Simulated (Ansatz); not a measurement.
**Starting-point dependence of the GW gap of SnO2 (Pnnm)**

How much of the starting functional survives in the G0W0 gap of SnO2 (Pnnm)?

Method: G0W0 on several functionals, plane waves, PAW, in Ansatz 0.2.0.

## (1) Starting point

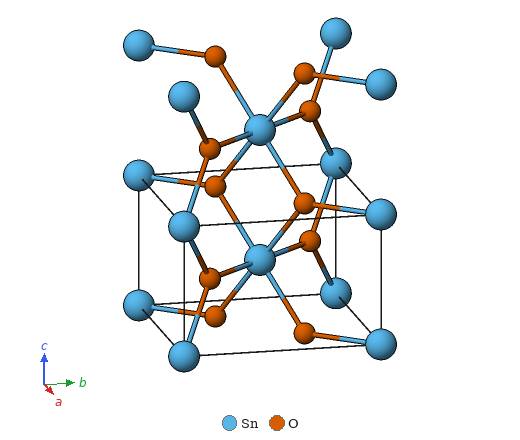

Start, viewed slightly off an axis; tin blue, oxygen orange. 1×1×2 cells are drawn. Some periodic images of atoms are drawn too.

The cell and positions are those that the Materials Project relaxed with its own functionals (PBE, PBE+U or r2SCAN), kept fixed. This is not the form that SnO2 usually takes at ambient conditions.

## (2) G0W0 on LDA

Now the one-shot GW correction: screening in the RPA, then the self-energy of the levels asked for. This step takes PAW set soft_1 files.

This step: G0W0 on LDA, plane waves, PAW; PAW set soft_1.

The input, input.yaml:

```yaml
crystal:
  lattice:
    - [4.788004, 0.0, 0.0]
    - [0.0, 4.866582, 0.0]
    - [0.0, 0.0, 3.240898]
  atoms:
    - { symbol: Sn, position: [0.5, 0.5, 0.5] }
    - { symbol: Sn, position: [0.0, 0.0, 0.0] }
    - { symbol: O, position: [0.291855, 0.321042, 0.0] }
    - { symbol: O, position: [0.791855, 0.178958, 0.5] }
    - { symbol: O, position: [0.208145, 0.821042, 0.5] }
    - { symbol: O, position: [0.708145, 0.678958, 0.0] }
kpoints:
  mp_grid: { grid: [4, 4, 6] }
hamiltonian:
  xc: lda
  pseudopotentials: { kind: paw, azcp: { folder: soft_1 }, xc_functional: pbe }
scf:
  occupations: { method: fixed }
gw:
  n_empty_bands: 277
  ecut_chi: 138
  qp_bands: [v2, c2]
  qp_kpoints: band_edges
  screening: { model: contour_deformation }
```

Command:

```console
> ansatz run input.yaml --threads 2 --pin off --max-ram 92160MiB --backend cuda --events-out ev --progress --plain --runs-dir out --devices 1 --max-vram 13GiB
```

Numbers of over 12 decimals in the logs are rounded to 6 here.

Log:

```text
GPUs: using 1 of 1 available (devices: 1).
Engine: ansatz 0.2.0, x86_64-unknown-linux-gnu
Pseudopotentials: kind: paw
Pseudopotential: Sn, paw, valence charge 14, recommended cutoff 420 eV (normal), soft_1/Sn.paw.azcp
Pseudopotential: O, paw, valence charge 6, recommended cutoff 420 eV (normal), soft_1/O.paw.azcp
Functional definition: SPW92
  exchange = slater_x
  correlation = pw_c
device memory: the entry about to start is reckoned to put 1.6 GiB on a device that reports 56.4 GiB free (of which the cap on the GPU budget leaves the run 13.0 GiB)
GPU FFT provider: cuFFT
GPU libraries: cuBLAS 13.8.2, cuFFT 12.4.0, cuSOLVER 12.3.4
Crystal: 6 atoms, lattice volume = 75.517 Å³
Basis set: ecut = 420 eV, 1479 PW (Γ)
Bands: 32, of which v1, the nominal top of the filled ones, is band 26 counted from 1 (25 counted from 0)
Symmetry: 8 space group operations
Space group: Pnnm (ITA 58), of the structure as read, at distance tolerance 4.2e-5 Å
k-points: 36 of 96
Non-local potential: Sn, projectors of the file, l = 0: 2, l = 1: 2, l = 2: 2, l = 3: 1
Non-local potential: O, projectors of the file, l = 0: 2, l = 1: 2, l = 2: 1
PAW form: soft (Blöchl's): semilocal exchange-correlation on the pseudo side does not see the compensation charge
PAW frozen core: Sn, regenerated for the run's functional, and the local potential with it (the file was generated under x = pbe(κ = 0.804, μ = 0.219515), c = pbe(β = 0.066725))
PAW frozen core: O, regenerated for the run's functional, and the local potential with it (the file was generated under x = pbe(κ = 0.804, μ = 0.219515), c = pbe(β = 0.066725))
PAW one-centre angular grid: Sn, 590 points (default); XC on 64 Gauss nodes
PAW one-centre angular grid: O, 110 points (default); XC on 64 Gauss nodes
Initial density: superposition of atomic densities (chi_scale 0.1, normalization cell, long waves kept (reshape's long-wave potential 0.00 eV rms))
Initial wavefunctions: pseudopotential atomic-orbital guess
GPU buffer pool allocated for 31104 grid points (all kernels)
GPU transforms: local potential and band sums: pruned to the plane-wave sphere, on 36×36×24
Functional: x = slater, c = lda
SCF iter   1: F=—  HF=-13980.942826 eV  |F-HF|=—  |Δ(HF+E_count)|=         —  Δρ=6.33e-2  dr2=2.14e0  ethr=3.10e-3  ⟨swp⟩=4.0  Hψ=4455  notcnv=0  defer=142
preconditioner: auto → Resta (q_TF=auto, 2.564 Å⁻¹)  ε∞=3.5  [insulator: Δε(μ)=1.030 eV  Ē_g=19.398 eV  n_scr=18 (ndim 8)  ℏωp=30.8 eV  f_vac=0.000  ε∞_Penn≈3.5]
SCF iter   2: F=—  HF=-13980.470602 eV  |F-HF|=—  |Δ(HF+E_count)|=   4.72e-1  Δρ=3.27e-2  dr2=4.12e-1  ethr=3.10e-3  ⟨swp⟩=3.0  Hψ=2426  notcnv=0  defer=144
SCF iter   3: F=—  HF=-13980.371668 eV  |F-HF|=—  |Δ(HF+E_count)|=   9.89e-2  Δρ=9.56e-3  dr2=6.88e-2  ethr=7.92e-4  ⟨swp⟩=3.0  Hψ=2056  notcnv=0  defer=144
SCF iter   4: F=—  HF=-13980.355150 eV  |F-HF|=—  |Δ(HF+E_count)|=   1.65e-2  Δρ=1.91e-3  dr2=1.84e-3  ethr=1.32e-4  ⟨swp⟩=2.0  Hψ=1551  notcnv=0  defer=144
SCF iter   5: F=—  HF=-13980.355554 eV  |F-HF|=—  |Δ(HF+E_count)|=   4.04e-4  Δρ=5.59e-4  dr2=1.67e-4  ethr=3.53e-6  ⟨swp⟩=2.9  Hψ=1679  notcnv=0  defer=144
SCF iter   6: F=—  HF=-13980.355594 eV  |F-HF|=—  |Δ(HF+E_count)|=   4.07e-5  Δρ=7.05e-5  dr2=2.87e-6  ethr=3.21e-7  ⟨swp⟩=2.1  Hψ=1662  notcnv=0  defer=129
SCF iter   7: F=-13980.355595 eV  HF=-13980.355595 eV  |F-HF|=1.82e-8  |Δ(HF+E_count)|=   4.42e-7  Δρ=9.19e-6  dr2=7.53e-8  ethr=1.92e-10  ⟨swp⟩=8.2  Hψ=5222  notcnv=0
SCF 1 converged in 7 iterations: F = -13980.355595 eV  dr2 = 7.53e-8
  greatest PAW one-centre occupation: 0.997 electrons in one spin orbital (limit 2), on the Sn atom at site 1 (counted from 0), in its partial waves of l = 2
device memory: the entry about to start is reckoned to put 1.8 GiB (of the 1.9 GiB reckoned in all, the device holds 0.1 GiB already) on a device that reports 54.4 GiB free (of which the cap on the GPU budget leaves the run 12.9 GiB)
NSCF: frozen V_eff on 36 k-points, pencils in batches of 32, up to order 128
the band table was solved once the SCF had ended and its energy, with any forces and stress, was formed, with the checks that follow a solve (4722 applications of the Hamiltonian). They found nothing against the state; the energy, forces and stress were not computed again (output.eigenvalues in the input reference)
device memory: the entry about to start is reckoned to put 3.0 GiB on a device that reports 54.5 GiB free (of which the cap on the GPU budget leaves the run 13.0 GiB)
NSCF: frozen V_eff on 36 k-points
G₀W₀ screening: q 1/36
[... further progress lines ...]
SCF converged after 7 iterations
Free energy (F): -13980.355595 eV
Harris-Foulkes:  -13980.355595 eV  (|F-HF|=1.82e-8)
Internal energy: -13980.355595 eV  (E = F + TS)
E sigma→0 (E₀):  -13980.355595 eV
Fermi energy:    8.285784 eV
--- Per-component energies (eV) ---
  E_band       = -169.736332
  E_kinetic    = 1009.151674
  E_local      = -3266.937050  (includes V_loc(G=0)·N_el)
  E_nonlocal   = 516.663894
  E_hartree    = 1465.586872
  E_xc         = -527.854901
  E_vxc        = -520.362058  (∫ρ·V_xc dr)
  E_paw        = -9065.744361  (= ΣΔE_a)
  E_vpaw       = -839.425583  (= ΣTr[D̂ρ^β])
  E_aug_tail   = 0.003884  (compensation charges beyond the density's cutoff)
  E_ewald      = -4112.463075
  E_core_change = 1.237468  (= ΣΔE_core)
  E_smearing   = -0.000000  (= −TS)
  E_closure    = -0.000000  (closes the sum)
  Σ components = -13980.355595   (vs F -13980.355595, Δ=0.00e0)
--- Band table (eV; the first three rows and the last of 36) ---
  k-point 0: bands = [... 22 lower, 7.1392, 7.6611, 7.6670, 8.2858, 8.9712, 13.8098, 14.1552, 14.3075, ... 2 higher]
  k-point 1: bands = [... 22 lower, 6.2949, 7.6537, 7.6911, 8.1452, 10.4633, 14.2511, 15.1957, 15.3372, ... 2 higher]
  k-point 2: bands = [... 22 lower, 6.1088, 7.4119, 7.5109, 7.5857, 12.4108, 14.4656, 16.6157, 17.1365, ... 2 higher]
  k-point 35: bands = [... 22 lower, 7.4474, 7.4474, 7.6328, 7.6328, 12.5262, 12.5262, 16.7214, 16.7214, ... 2 higher]
--- G₀W₀: contour deformation, 7 samples at zero and on the imaginary axis and 2 off it, 96 q-points, 277 empty bands' worth ---
  eigenvalues of the whole cell's RPA ε∞ on this k-mesh (on a slab, of 1 + 4πα/V) = 5.1820, 5.4494, 5.4750; static W/v taken at q = 0 is 0.186256
  bands read: the sum over 303 bands ends inside a degenerate multiplet in 23 slots, whose members it reads at an even weight; the widest, k=3: bands 303 to 304 (counted from 1) at 1/2 each
  gw.qp_kpoints: band_edges: 14 of 36 stored k-points solved, in 1 pass; an edge of the gap read off the rows below is read off those points alone
    valence top: of the k-points left out ik 25 came nearest to being solved in a further pass, in band 26 (counted from 1, as in the quasiparticle table): it holds the edge there only if its correction is more favourable than any solved in that band by at least 0.472 eV; those differ by 0.190 eV
    conduction bottom: of the k-points left out ik 28 came nearest to being solved in a further pass, in band 27 (counted from 1, as in the quasiparticle table): it holds the edge there only if its correction is more favourable than any solved in that band by at least 3.273 eV; those differ by 0.633 eV
    ik  band        ε_KS         Σx   Σc(E_QP)       V_xc       Z   E_QP_lin       E_QP  E_QP is
     0    25      7.6670   -26.1688     4.8990   -20.7791  0.7211     7.1655     7.1763  root
     0    26      8.2858   -26.1100     4.7034   -20.9163  0.7296     7.7861     7.7954  root
     0    27      8.9712   -15.7346    -2.6409   -19.1296  0.7932     9.7388     9.7252  root
     0    28     13.8098   -12.5555    -4.8523   -18.6394  0.7668    15.0916    15.0415  root
     1    25      7.6911   -26.3322     4.9225   -20.9075  0.7217     7.1779     7.1889  root
     1    26      8.1452   -26.6349     5.3025   -20.7532  0.7205     7.5508     7.5660  root
     1    27     10.4633   -16.1749    -3.0812   -20.2141  0.7830    11.4494    11.4213  root
     1    28     14.2511   -13.5293    -5.0142   -19.8787  0.7574    15.6534    15.5864  root
     3    25      7.2444   -26.0495     5.4427   -19.9605  0.7080     6.5805     6.5980  root
     3    26      7.2444   -26.0495     5.4427   -19.9605  0.7080     6.5805     6.5980  root
     3    27     13.7381   -14.9216    -4.7668   -21.0747  0.7604    15.2015    15.1244  root
     3    28     13.7381   -14.9216    -4.7668   -21.0747  0.7604    15.2015    15.1244  root
     4    25      7.6907   -26.2555     4.9321   -20.8230  0.7210     7.1789     7.1903  root
     4    26      7.9834   -26.2385     5.1902   -20.4726  0.7202     7.3902     7.4077  root
     4    27     10.3172   -16.3112    -2.8535   -20.0583  0.7835    11.2341    11.2109  root
     4    28     13.3997   -13.5091    -4.5604   -19.2672  0.7705    14.6552    14.5975  root
     5    25      7.6628   -26.3112     4.9628   -20.8338  0.7207     7.1358     7.1481  root
     5    26      7.9572   -26.4197     5.2434   -20.5988  0.7195     7.3620     7.3798  root
     5    27     11.1830   -15.9017    -3.4130   -20.3524  0.7808    12.2599    12.2207  root
     5    28     13.9002   -14.2426    -4.8016   -20.3536  0.7564    15.2724    15.2096  root
     8    25      7.7301   -26.2753     5.0197   -20.7218  0.7201     7.1830     7.1963  root
     8    26      7.7301   -26.2753     5.0197   -20.7218  0.7201     7.1830     7.1963  root
     8    27     12.1644   -15.2781    -3.8513   -20.2464  0.7732    13.3260    13.2813  root
     8    28     12.1644   -15.2781    -3.8513   -20.2464  0.7732    13.3260    13.2813  root
[...]
24    25      7.8528   -26.3020     5.1160   -20.6335  0.7194     7.2884     7.3004  root
    24    26      7.8528   -26.3020     5.1160   -20.6335  0.7194     7.2884     7.3004  root
    24    27     12.0042   -15.1322    -3.8414   -20.0785  0.7765    13.1547    13.1090  root
    24    28     12.0042   -15.1322    -3.8414   -20.0785  0.7765    13.1547    13.1090  root
    35    25      7.6328   -26.4266     5.4712   -20.3367  0.7143     6.9905     7.0140  root
    35    26      7.6328   -26.4266     5.4712   -20.3367  0.7143     6.9905     7.0140  root
    35    27     12.5262   -13.6041    -4.3394   -19.1493  0.7859    13.7946    13.7321  root
    35    28     12.5262   -13.6041    -4.3394   -19.1493  0.7859    13.7946    13.7321  root
```

Wall time 88 s (1 × NVIDIA H100 80GB HBM3 (shared by 6 runs) with 2 threads of AMD EPYC 7R13 (Zen 3), shared host); peak memory 1.8 GiB.

In the SCF lines HF is the Harris–Foulkes energy and dr2 the Hartree energy of the density residual, in eV; the loop may stop once dr2 is under the threshold and the program's other checks hold. Hψ counts applications of the Hamiltonian.

Numbers from this step:

- bands summed: 303
- RPA ε∞ on this mesh (eigenvalues): 5.182, 5.449, 5.475
- plane waves in the screening matrix: 275
- q-points in the mesh: 96
- G0W0 gap on the mesh: 1.930 eV
- k of the valence top: 0, 0, 0
- k of the conduction bottom: 0, 0, 0
- starting gap on the mesh: 0.6854 eV
- Z at the valence top: 0.7296
- Z at the conduction bottom: 0.7932
- least direct G0W0 gap on the computed points: 1.930 eV

The gap on the mesh goes from 0.69 eV to 1.93 eV, a correction of +1.24 eV. Between the two edge states, bare exchange in place of the xc potential would open the gap by 8.59 eV, and correlation takes back 7.34 eV.

[end of part 1 of 2]

[Paths, hosts, dates, memory and timing lines, banners, echoed tables and standing remarks are left out of the program output.]

[Logs are printed without paths, hosts, clocks, repeated set-up lines and the standing remarks that a program may print on its own settings, such as how far it seeks lower states.]

[Runs of the session that timed out or met a known fault of the program may be left out.]

[Cells called generated may have been cut or substituted from an entry of the Crystallography Open Database or the Materials Project.]

[Hosts, paths, dates, database ids (printed as entryN), source tags and the programs' standing remarks are cut or masked in the printed files.]
